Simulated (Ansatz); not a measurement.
# Al2H2 (singlet): one geometry, many settings at scale of all distances = 0.871

Aim: run Al2H2 (singlet) at one geometry under a spread of methods and options, and see what each costs and gives.

The runs use Ansatz 0.2.0, Gaussian basis; the settings change from run to run.

20 further runs of the same task are left out: 1 for a mislabelled method, 1 for a known fault of the program, 13 that didn't finish, 5 set aside as unsound or not needed.

### 1 What is computed

The geometry derives from a PBE0/def2-TZVP stationary point (not a proven minimum). All distances are scaled together.

4 atoms, charge 0, spin multiplicity 1.

Atoms are counted from 1 here; the program's logs count them from 0.

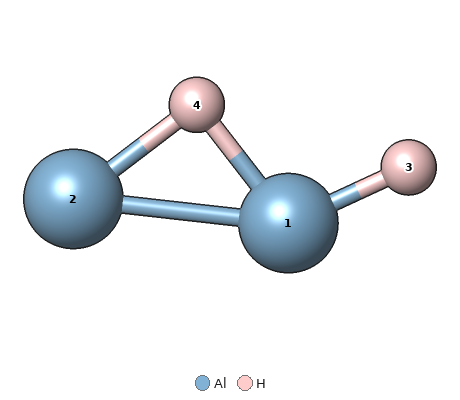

The structure; aluminium light blue, hydrogen pink; atoms are numbered from 1 in the order of the file.

### 2 CCSD(T) on UHF/6-31G

Input file in.yaml:

```yaml
crystal:
  periodic: [false, false, false]
  atoms:
    - {symbol: Al, position_ang: [0.000000, 0.080559, 1.101575]}
    - {symbol: Al, position_ang: [0.000000, -0.016809, -1.190570]}
    - {symbol: H, position_ang: [0.000000, -0.599424, 2.334602]}
    - {symbol: H, position_ang: [0.000000, -1.107114, 0.047697]}
basis:
  gaussian: {orbitals: 6-31G}
magnetization: {spin_polarized: true, initial_magnetization: 0}
correlation: {method: ccsd_t, electrons: all}
```

The run is started by

```sh
ansatz run in.yaml --threads 1 --pin off --events-out ev --progress --plain --max-ram 2393MiB
```

What it wrote, shortened:

```text
Functional definition: HF
  name "HF"
  cite "Fock, Z. Phys. 61, 126 (1930) doi:10.1007/BF01340294"
  parent pbe
[...]
340 factors; integrals over basis functions are off by at most 1.4e-4 eV
[...]
mean field -13192.65191058 eV, -484.8210154131 hartree, gradient 1.6e-6 eV, S^2 0.730352; 14 other end points of the search recorded, 0 dependent functions left out
determinant -13192.65191058 eV, -484.8210154131 hartree, with singles and doubles -13195.08872832 eV, -484.9105668135 hartree
determinant -13192.04126152 eV, -484.7985744742 hartree, with singles and doubles -13194.66312639 eV, -484.8949262308 hartree
determinant -13190.12899939 eV, -484.7283001369 hartree, with singles and doubles -13192.96100021 eV, -484.8323742475 hartree
determinant -13189.57261400 eV, -484.7078533512 hartree, with singles and doubles -13192.90447598 eV, -484.8302970204 hartree
determinant -13189.32998167 eV, -484.6989367776 hartree, with singles and doubles -13192.09956022 eV, -484.8007169117 hartree
determinant -13192.65191058 eV, -484.8210154131 hartree, with singles and doubles -13195.12921998 eV, -484.9120548543 hartree
determinant -13192.04126152 eV, -484.7985744742 hartree, with singles and doubles -13194.69653298 eV, -484.8961539007 hartree
determinant -13192.41628784 eV, -484.8123564373 hartree, with singles and doubles -13195.13932543 eV, -484.9124262229 hartree
reference -13192.65191058 eV, -484.8210154131 hartree; 14, 14 occupied and 16, 16 virtual orbitals, 340 factors
second order -1.73638527 eV of doubles, -0.00000000 eV of singles
cycle   1  -2.47730980 eV  change   -4.0e-7 eV  update   3.2e-6
perturbative correction -0.06199026 eV, -0.0022781001 hartree
Total energy: -13195.19121064 eV, -484.9143329691 hartree
```

It took 7 s on 1 thread of Arm Neoverse V1, shared host.

From the report: ⟨S²⟩ of the determinant 0.730 (pure singlet: 0.00); correlation -2.5393 eV; T1 0.052; largest double amplitude 0.08. The determinant is far from a pure spin state, so its energy mixes those of several spin states (harmless only where they are near-degenerate, as at dissociation).

### 3 NEVPT2(2,9)/6-31G

Changes to in.yaml since step 2:

```diff
@@ -9,3 +9,3 @@
   gaussian: {orbitals: 6-31G}
-magnetization: {spin_polarized: true, initial_magnetization: 0}
-correlation: {method: ccsd_t, electrons: all}
+correlation: {method: sc_nevpt2, electrons: outside_noble_gas, active_space: {window: {electrons: 2, orbitals: 9}, states: [{multiplicity: 1, weights: [0.5, 0.5, 0.5]}, {multiplicity: 3, weights: [1]}], root: 1}}
+output: {forces: true}
```

The command is unchanged.

What it wrote, shortened:

```text
Functional definition: HF
  name "HF"
  cite "Fock, Z. Phys. 61, 126 (1930) doi:10.1007/BF01340294"
  parent pbe
[...]
608 factors; integrals over basis functions are off by at most 1.6e-7 eV
[...]
mean field -13192.41645988 eV, -484.8123627594 hartree, gradient 1.8e-6 eV, S^2 0.000000; 0 other end points of the search recorded, 0 dependent functions left out; unrestricted orbitals would lower it
reference -13192.41645988 eV, -484.8123627594 hartree; 14, 14 occupied and 16, 16 virtual orbitals, 608 factors
state -13192.80856560 eV, -484.8267723791 hartree
state -13191.60416830 eV, -484.7825115944 hartree
state -13189.96204013 eV, -484.7221644975 hartree
state -13192.80856560 eV, -484.8267723791 hartree; corrected -13194.39291641 eV, -484.8849961973 hartree
state -13191.60416830 eV, -484.7825115944 hartree; corrected -13193.31402610 eV, -484.8453477098 hartree
state -13189.96204013 eV, -484.7221644975 hartree; corrected -13191.83707087 eV, -484.7910706062 hartree
state -13192.39517232 eV, -484.8115804560 hartree
state -13192.39517232 eV, -484.8115804560 hartree; corrected -13194.14263130 eV, -484.8757983891 hartree
[...]
Total energy: -13193.31402610 eV, -484.8453477098 hartree
Atom 0 at     0.000000     0.080559     1.101575 Å, force    -0.000000     2.651284    -0.840744 eV/Å
Atom 1 at     0.000000    -0.016809    -1.190570 Å, force     0.000000     1.190892    -2.307379 eV/Å
Atom 2 at     0.000000    -0.599424     2.334602 Å, force     0.000000    -1.352774     3.427477 eV/Å
Atom 3 at     0.000000    -1.107114     0.047697 Å, force    -0.000000    -2.489402    -0.279354 eV/Å
Dipole moment:    -0.000000    -0.037501    -0.104126 e Å
```

It took 3.9 s on 1 thread of Arm Neoverse V1, shared host.

From the report: 45 determinants; active occupations (of the averaged states) 0.97, 0.97, 0.03, 0.02, 0.00, 0.00, 0.00, 0.00, 0.00.

### 4 CISD/6-31G

Input file in.yaml:

```yaml
crystal:
  periodic: [false, false, false]
  atoms:
    - {symbol: Al, position_ang: [0.000000, 0.080559, 1.101575]}
    - {symbol: Al, position_ang: [0.000000, -0.016809, -1.190570]}
    - {symbol: H, position_ang: [0.000000, -0.599424, 2.334602]}
    - {symbol: H, position_ang: [0.000000, -1.107114, 0.047697]}
basis:
  gaussian: {orbitals: 6-31G}
correlation: {active_space: {ras: {orbitals: [4, 0, 16], electrons: 8, max_holes: 2, max_particles: 2}, fixed_orbitals: true}}
accuracy: high
output: {forces: true}
```

The command is unchanged.

What it wrote, shortened:

```text
Functional definition: HF
  name "HF"
  cite "Fock, Z. Phys. 61, 126 (1930) doi:10.1007/BF01340294"
  parent pbe
[...]
660 factors; integrals over basis functions are off by at most 3.1e-9 eV
[...]
mean field -13192.41645990 eV, -484.8123627603 hartree, gradient 3.0e-8 eV, S^2 0.000000; 0 other end points of the search recorded, 0 dependent functions left out
reference -13192.41645990 eV, -484.8123627603 hartree; 14, 14 occupied and 16, 16 virtual orbitals, 660 factors
state -13194.79908202 eV, -484.8999225081 hartree
[...]
Total energy: -13194.79908202 eV, -484.8999225081 hartree
Atom 0 at     0.000000     0.080559     1.101575 Å, force    -0.000000     3.290742     1.168078 eV/Å
Atom 1 at     0.000000    -0.016809    -1.190570 Å, force     0.000000     1.075477    -5.045174 eV/Å
Atom 2 at     0.000000    -0.599424     2.334602 Å, force    -0.000000    -1.888169     3.804946 eV/Å
Atom 3 at     0.000000    -1.107114     0.047697 Å, force    -0.000000    -2.478050     0.072150 eV/Å
Dipole moment:     0.000000    -0.043725     0.346854 e Å
```

It took 1.2 s on 1 thread of Arm Neoverse V1, shared host.

From the report: 3,521 determinants.

### 5 CASCI(2,4)/6-31G

Changes to in.yaml since step 4:

```diff
@@ -9,4 +9,4 @@
   gaussian: {orbitals: 6-31G}
-correlation: {active_space: {ras: {orbitals: [4, 0, 16], electrons: 8, max_holes: 2, max_particles: 2}, fixed_orbitals: true}}
+hamiltonian: {pseudopotentials: {relativity: none}}
+correlation: {active_space: {window: {electrons: 2, orbitals: 4}, fixed_orbitals: true}}
 accuracy: high
-output: {forces: true}
```

Launched as before.

What it wrote:

```text
Functional definition: HF
  name "HF"
  cite "Fock, Z. Phys. 61, 126 (1930) doi:10.1007/BF01340294"
  parent pbe
  exchange = exact_x
  correlation = 0
660 factors; integrals over basis functions are off by at most 3.1e-9 eV
mean field evaluation 1: about -13192.0007 eV, gradient 7.1e0 eV
mean field evaluation 2: about -13192.0048 eV, gradient 7.0e0 eV
mean field evaluation 4: about -13192.4140 eV, gradient 4.1e-1 eV
mean field evaluation 8: about -13192.4165 eV, gradient 3.6e-4 eV
mean field -13192.41645990 eV, -484.8123627603 hartree, gradient 3.0e-8 eV, S^2 0.000000; 0 other end points of the search recorded, 0 dependent functions left out
reference -13192.41645990 eV, -484.8123627603 hartree; 14, 14 occupied and 16, 16 virtual orbitals, 660 factors
state -13192.58962928 eV, -484.8187266175 hartree
Total energy: -13192.58962928 eV, -484.8187266175 hartree
```

It took 0.36 s on 1 thread of Arm Neoverse V1, shared host.

From the report: 8 determinants; active occupations 1.95, 0.03, 0.02, 0.00.

### 6 CCSDTQ/STO-3G

Changes to in.yaml since step 5:

```diff
@@ -8,5 +8,8 @@
 basis:
-  gaussian: {orbitals: 6-31G}
-hamiltonian: {pseudopotentials: {relativity: none}}
-correlation: {active_space: {window: {electrons: 2, orbitals: 4}, fixed_orbitals: true}}
+  gaussian: {orbitals: STO-3G}
+magnetization: {spin_polarized: false}
+hamiltonian: {xc: {name: B3LYP}}
+correlation: {method: ccsdtq, electrons: valence}
 accuracy: high
+scf: {lower_state_search: light}
+output: {forces: true}
```

The command is unchanged.

What it wrote, shortened:

```text
Functional definition: B3LYP
  name "B3LYP"
  cite "Stephens, Devlin, Chabalowski & Frisch, J. Phys. Chem. 98, 11623 (1994) doi:10.1021/j100096a001"
  cite "Becke, Phys. Rev. A 38, 3098 (1988) doi:10.1103/PhysRevA.38.3098"
  cite "Lee, Yang & Parr, Phys. Rev. B 37, 785 (1988) doi:10.1103/PhysRevB.37.785"
  cite "Vosko, Wilk & Nusair, Can. J. Phys. 58, 1200 (1980) doi:10.1139/p80-159"
[...]
344 factors; integrals over basis functions are off by at most 1.2e-8 eV
[...]
mean field -13062.63711156 eV, -480.0430596762 hartree, gradient 1.5e-8 eV, S^2 0.000000; 0 other end points of the search recorded, 0 dependent functions left out
10 core orbitals not correlated: weight in the atoms' cores, before any rotation towards them, 0.999 or more for the frozen orbitals, at most 0.000 for the correlated occupied ones
reference -13034.26158348 eV, -479.0002782532 hartree; 4, 4 occupied and 6, 6 virtual orbitals, 344 factors
second order -1.62114559 eV of doubles, -0.09454333 eV of singles
cycle   1  -2.10782402 eV  change   -3.9e-1 eV  update   6.9e-2
[...]
cycle  27  -2.40926158 eV  change   4.2e-10 eV  update  8.1e-10
[...]
Total energy: -13036.67084506 eV, -479.0888169831 hartree
Atom 0 at     0.000000     0.080559     1.101575 Å, force     0.000000     3.275217    -1.024202 eV/Å
Atom 1 at     0.000000    -0.016809    -1.190570 Å, force     0.000000     1.122540    -1.927661 eV/Å
Atom 2 at     0.000000    -0.599424     2.334602 Å, force    -0.000000    -1.711226     2.888417 eV/Å
Atom 3 at     0.000000    -1.107114     0.047697 Å, force    -0.000000    -2.686532     0.063446 eV/Å
Dipole moment:    -0.000000     0.144274    -0.154669 e Å
```

It took 4.8 s on 1 thread of Arm Neoverse V1, shared host.

From the report: correlation -2.4093 eV; T1 0.010; largest double amplitude 0.12. The orbitals are Kohn-Sham ones, so correlation energy and T1 don't compare with those on Hartree-Fock orbitals.

### 7 MRCISD+Q(relaxed)(2,2)/6-31G

Input file in.yaml:

```yaml
crystal:
  periodic: [false, false, false]
  atoms:
    - {symbol: Al, position_ang: [0.000000, 0.080559, 1.101575]}
    - {symbol: Al, position_ang: [0.000000, -0.016809, -1.190570]}
    - {symbol: H, position_ang: [0.000000, -0.599424, 2.334602]}
    - {symbol: H, position_ang: [0.000000, -1.107114, 0.047697]}
basis:
  gaussian: {orbitals: 6-31G}
correlation: {method: fic_mrcisd_q_relaxed, electrons: outside_noble_gas, active_space: {window: {electrons: 2, orbitals: 2}}}
```

Same command.

What it wrote, shortened:

```text
Functional definition: HF
  name "HF"
  cite "Fock, Z. Phys. 61, 126 (1930) doi:10.1007/BF01340294"
  parent pbe
[...]
340 factors; integrals over basis functions are off by at most 1.4e-4 eV
[...]
mean field -13192.41628784 eV, -484.8123564373 hartree, gradient 1.5e-6 eV, S^2 0.000000; 0 other end points of the search recorded, 0 dependent functions left out; unrestricted orbitals would lower it
reference -13192.41628784 eV, -484.8123564373 hartree; 14, 14 occupied and 16, 16 virtual orbitals, 340 factors
state -13192.81450348 eV, -484.8269905919 hartree
contracted CI cycle   1: correlation 0.00000000 eV, 0.0000000000 hartree, residual 8.54e0 eV
contracted CI cycle   2: correlation -1.94147987 eV, -0.0713480691 hartree, residual 1.54e0 eV
contracted CI cycle   3: correlation -2.03932584 eV, -0.0749438423 hartree, residual 6.07e-1 eV
contracted CI cycle   4: correlation -2.05265327 eV, -0.0754336164 hartree, residual 2.38e-1 eV
[...]
contracted CI cycle   5: correlation -2.14276734 eV, -0.0787452475 hartree, residual 1.51e-1 eV
contracted CI cycle   6: correlation -2.14408003 eV, -0.0787934878 hartree, residual 9.42e-2 eV
contracted CI cycle   7: correlation -2.14461061 eV, -0.0788129864 hartree, residual 5.65e-2 eV
contracted CI cycle   8: correlation -2.14474756 eV, -0.0788180191 hartree, residual 2.41e-2 eV
contracted CI cycle   9: correlation -2.14477319 eV, -0.0788189609 hartree, residual 1.04e-2 eV
contracted CI cycle  10: correlation -2.14477747 eV, -0.0788191184 hartree, residual 3.81e-3 eV
contracted CI cycle  11: correlation -2.14477802 eV, -0.0788191385 hartree, residual 1.30e-3 eV
state -13192.70980950 eV, -484.8231431592 hartree; corrected -13195.05848041 eV, -484.9094552233 hartree
state -13192.70980950 eV, -484.8231431592 hartree; corrected -13195.05848041 eV, -484.9094552233 hartree
WARN: the results are in doubt because another end's mean lies 0.105 eV lower, and its corrected mean 0.019 eV higher
Total energy: -13195.05848041 eV, -484.9094552233 hartree
In doubt: another end's mean lies 0.105 eV lower, and its corrected mean 0.019 eV higher
```

Wall time 0.96 s (1 thread of Arm Neoverse V1, shared host).

From the report: 4 determinants; active occupations 1.95, 0.05. Mind the lines of doubt at the end of the log.

### 8 MP2 on RHF/6-31G

Changes to in.yaml since step 7:

```diff
@@ -9,2 +9,4 @@
   gaussian: {orbitals: 6-31G}
-correlation: {method: fic_mrcisd_q_relaxed, electrons: outside_noble_gas, active_space: {window: {electrons: 2, orbitals: 2}}}
+magnetization: {spin_polarized: false}
+correlation: {method: mp2, electrons: all}
+scf: {lower_state_search: light}
```

Launched as before.

What it wrote:

```text
Functional definition: HF
  name "HF"
  cite "Fock, Z. Phys. 61, 126 (1930) doi:10.1007/BF01340294"
  parent pbe
  exchange = exact_x
  correlation = 0
340 factors; integrals over basis functions are off by at most 1.4e-4 eV
mean field evaluation 1: about -13192.0017 eV, gradient 7.1e0 eV
mean field evaluation 2: about -13192.0049 eV, gradient 7.0e0 eV
mean field evaluation 4: about -13192.4139 eV, gradient 4.1e-1 eV
mean field evaluation 8: about -13192.4163 eV, gradient 3.2e-4 eV
mean field -13192.41628784 eV, -484.8123564373 hartree, gradient 1.5e-6 eV, S^2 0.000000; 0 other end points of the search recorded, 0 dependent functions left out; unrestricted orbitals would lower it
mean field evaluation 16: about -13192.6513 eV, gradient 1.0e-1 eV
reference -13192.41628784 eV, -484.8123564373 hartree; 14, 14 occupied and 16, 16 virtual orbitals, 340 factors
second order -1.97478247 eV of doubles, -0.00000000 eV of singles
Total energy: -13194.39107031 eV, -484.8849283546 hartree
```

Run time: 0.21 s. Hardware: 1 thread of Arm Neoverse V1, shared host.

### 9 MP2 on RHF/6-31G

Changes to in.yaml since step 8:

```diff
@@ -8,5 +8,5 @@
 basis:
-  gaussian: {orbitals: 6-31G}
+  gaussian: {orbitals: 6-31G, fitting: {mean_field: def2-universal-jkfit}}
 magnetization: {spin_polarized: false}
 correlation: {method: mp2, electrons: all}
-scf: {lower_state_search: light}
+output: {forces: true}
```

Same command.

What it wrote, shortened:

```text
Functional definition: HF
  name "HF"
  cite "Fock, Z. Phys. 61, 126 (1930) doi:10.1007/BF01340294"
  parent pbe
[...]
292 factors; integrals over basis functions are off by at most 8.0e-2 eV
[...]
mean field -13192.41638407 eV, -484.8123599735 hartree, gradient 1.6e-6 eV, S^2 0.000000; 0 other end points of the search recorded, 0 dependent functions left out; unrestricted orbitals would lower it
[...]
reference -13192.41638407 eV, -484.8123599735 hartree; 14, 14 occupied and 16, 16 virtual orbitals, 292 factors
second order -1.97266231 eV of doubles, -0.00000000 eV of singles
[...]
Total energy: -13194.38904638 eV, -484.8848539762 hartree
Atom 0 at     0.000000     0.080559     1.101575 Å, force    -0.000000     3.213354     1.189384 eV/Å
Atom 1 at     0.000000    -0.016809    -1.190570 Å, force     0.000000     1.078087    -5.025652 eV/Å
Atom 2 at     0.000000    -0.599424     2.334602 Å, force    -0.000000    -1.838605     3.769431 eV/Å
Atom 3 at     0.000000    -1.107114     0.047697 Å, force    -0.000000    -2.452836     0.066837 eV/Å
Dipole moment:     0.000000    -0.038615     0.405317 e Å
```

It took 0.21 s on 1 thread of Arm Neoverse V1, shared host.

### 10 BCCD(T) on RHF/6-31G

Changes to in.yaml since step 9:

```diff
@@ -8,5 +8,6 @@
 basis:
-  gaussian: {orbitals: 6-31G, fitting: {mean_field: def2-universal-jkfit}}
+  gaussian: {orbitals: 6-31G}
 magnetization: {spin_polarized: false}
-correlation: {method: mp2, electrons: all}
+correlation: {method: bccd_t, electrons: outside_noble_gas}
+accuracy: high
 output: {forces: true}
```

The command is unchanged.

What it wrote, shortened:

```text
Functional definition: HF
  name "HF"
  cite "Fock, Z. Phys. 61, 126 (1930) doi:10.1007/BF01340294"
  parent pbe
[...]
660 factors; integrals over basis functions are off by at most 3.1e-9 eV
[...]
mean field -13192.41645990 eV, -484.8123627603 hartree, gradient 3.0e-8 eV, S^2 0.000000; 1 other end points of the search recorded, 0 dependent functions left out; unrestricted orbitals would lower it
determinant -13192.41645990 eV, -484.8123627603 hartree, with singles and doubles -13194.96154128 eV, -484.9058927760 hartree
determinant -13189.57281358 eV, -484.7078606854 hartree, with singles and doubles -13192.73386704 eV, -484.8240272576 hartree
10 core orbitals not correlated: weight in the atoms' cores, before any rotation towards them, 1.000 or more for the frozen orbitals, at most 0.000 for the correlated occupied ones
reference -13192.41645990 eV, -484.8123627603 hartree; 4, 4 occupied and 16, 16 virtual orbitals, 660 factors
second order -1.78212133 eV of doubles, -0.00000000 eV of singles
cycle   1  -2.54461758 eV  change    4.6e-4 eV  update   3.3e-3
[...]
cycle  22  -2.54405811 eV  change   5.8e-11 eV  update  7.6e-10
perturbative correction -0.05746887 eV, -0.0021119421 hartree
[...]
Total energy: -13195.01798688 eV, -484.9079671134 hartree
Atom 0 at     0.000000     0.080559     1.101575 Å, force    -0.000000     3.355550     1.138497 eV/Å
Atom 1 at     0.000000    -0.016809    -1.190570 Å, force     0.000000     1.065163    -5.037132 eV/Å
Atom 2 at     0.000000    -0.599424     2.334602 Å, force     0.000000    -1.927720     3.838405 eV/Å
Atom 3 at     0.000000    -1.107114     0.047697 Å, force    -0.000000    -2.492993     0.060230 eV/Å
Dipole moment:     0.000000    -0.047103     0.317217 e Å
```

It took 1.5 s on 1 thread of Arm Neoverse V1, shared host.

From the report: correlation -2.6015 eV; largest double amplitude 0.11.

### 11 The runs in one table

Where basis and cores are those of an earlier FCI/6-31G run (-13195.0440 eV), and the state is the same kind, the miss against it is given. † marks a result that the program doubts.

| level | correlated | functions | energy (eV) | from FCI (meV) | time |
| --- | --- | --- | --- | --- | --- |
| CCSD(T) on UHF/6-31G | all | 30 | -13195.1912 |  | 7 s |
| NEVPT2(2,9)/6-31G (excited root 1 of an average) | outside noble gas | 30 | -13193.3140 |  | 3.9 s |
| CISD/6-31G | outside noble gas | 30 | -13194.7991 | 244.9 | 1.2 s |
| CASCI(2,4)/6-31G |  | 30 | -13192.5896 |  | 0.36 s |
| CCSDTQ/STO-3G (on B3LYP orbitals) | valence | 20 | -13036.6708 |  | 4.8 s |
| MRCISD+Q(relaxed)(2,2)/6-31G † | outside noble gas | 30 | -13195.0585 | -14.5 | 0.96 s |
| MP2 on RHF/6-31G | all | 30 | -13194.3911 |  | 0.21 s |
| MP2 on RHF/6-31G | all | 30 | -13194.3890 |  | 0.21 s |
| BCCD(T) on RHF/6-31G | outside noble gas | 30 | -13195.0180 | 26.0 | 1.5 s |

### 12 Results

| quantity | value |
| --- | --- |
| runs | 9 |
| quickest | MP2 on RHF/6-31G, 0.21 s |
| slowest | CCSD(T) on UHF/6-31G, 7 s |

**Reading.** Total energies in different bases, with other cores or another treatment of relativity can't be set against each other. CCSD(T) on UHF/6-31G took 33 times as long as MP2 on RHF/6-31G; the jobs differ in more than the method. Among the correlated runs with a miss given, it spans -14 to +245 meV.
